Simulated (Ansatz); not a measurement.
Formation energy of the localised charge states of O vacancy + O vacancy (V_O+V_O) in metastable alpha cristobalite (start: the O site; O 2.64 Å away; 96-site cell, 2×2×2 shifted sampling) against the Fermi level, Si-rich (Δμ(O) = -4.17 eV; only phases computed here count, gases as isolated molecules at 0 K). Level of theory: PBE, PAW (plane waves to 420 eV; Ansatz, a program for electronic structure).

Charges with a result: +2, +1, 0. Others weren't obtained, and one of them could lie lower, also by skipping a charge.

Set-up: 96-site cell; 2×2×2 shifted k-points; host gap 5.51 eV; charged states image-corrected; corrections reach 1.2 eV, so highly charged states may be off by several tenths; flagged in the runs: a host whose relaxation on this sampling wasn't shown to rest, a strain field that reaches the edge of the cell.

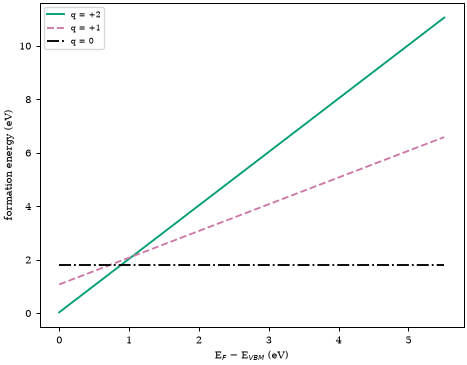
Formation energy of each charge state against the Fermi level

Crossings of the lowest lines: (+2/0) at 0.88 eV. At the valence-band maximum: q = +2: 0.029 eV; q = +1: 1.07 eV; q = 0: 1.78 eV.
